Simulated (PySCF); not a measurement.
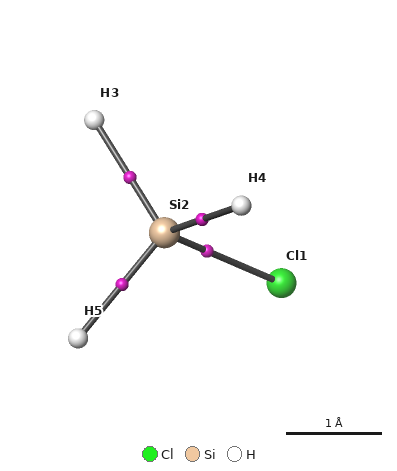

Figure. ClH₃Si, SMILES `Cl[SiH3]`. Molecular graph of the electron density (QTAIM): bond paths, bond critical points (magenta), ring points (cyan, if any); weak paths are dashed.

Computed with PySCF, M06-2X/def2-TZVP, geometry: GFN2-xTB. No frequency check shows the geometry to be a minimum. GFN2-xTB bond lengths at metals and heavier atoms can be off by up to 0.1 Å and shapes distorted, which carries into these values.

The calculation's input:

```python
import numpy as np
from pyscf import gto, scf, dft
from pyscf.scf import atom_ks, atom_hf
from scipy.linalg import block_diag

def solve(mol, dm0=None, hcore=None):
    mf = (dft.UKS if mol.spin else dft.RKS)(mol, xc='m062x')
    mf.grids.level = 3
    mf = mf.density_fit(auxbasis='def2-universal-jkfit')
    mf.conv_tol, mf.max_cycle = 1e-8, 80
    if hcore is not None:
        mf.get_hcore = lambda *args: hcore
    mf.kernel(dm0)
    if not mf.converged:
        mf = mf.newton().run(mf.mo_coeff, mf.mo_occ, max_cycle=30)
    assert mf.converged, 'SCF not converged'
    return mf

mol = gto.M(atom='''
Cl    -1.04521     0.00001     0.00004
Si     0.96496    -0.00002     0.00005
H      1.41926    -1.25841    -0.58116
H      1.42063     0.12602     1.37895
H      1.41921     1.13260    -0.79915
''', basis='def2-tzvp', charge=0, spin=0, verbose=4)
mf = solve(mol)
mf.analyze()
# spherically averaged free atoms, for the promolecule
atm = atom_ks.get_atm_nrks(mol, xc='m062x')
pro = block_diag(*[(atm[a[0]][2] * atm[a[0]][3]) @ atm[a[0]][2].T for a in mol._atom])
np.savez('result.npz', e=mf.e_tot, c=mf.mo_coeff, occ=mf.mo_occ, eps=mf.mo_energy, pro=pro, dip=mf.dip_moment(verbose=0), s2=mf.spin_square()[0])
```

Run with:

```sh
OMP_NUM_THREADS=1 python input.py
```

The run took 11 s on 1 thread of Arm Neoverse V1, on a shared host, peak memory 0.42 GiB.

Partitions, critical points and surface values were worked out afterwards from this run's density.

> How many critical points of each kind are there, and does the count close?

5 nuclei, 4 bond, 0 ring and 0 cage critical points: 5 − 4 + 0 − 0 = 1, as the Poincaré–Hopf relation requires.

> Tabulate density, Laplacian, ellipticity and energy density at the bond critical points (atomic units).

```tsv
bond	length (Å)	ρ (a.u.)	∇²ρ (a.u.)	ε	H (a.u.)
Si2–H4 (3 alike)	1.458	0.128	+0.21	0.02	−0.082
Cl1–Si2	2.010	0.104	+0.30	0.00	−0.051
```

> What kind of interaction is Si2–H4?

Polar or intermediate (positive Laplacian, negative energy density H): ρ = 0.128, ∇²ρ = +0.21, H = −0.082 a.u.
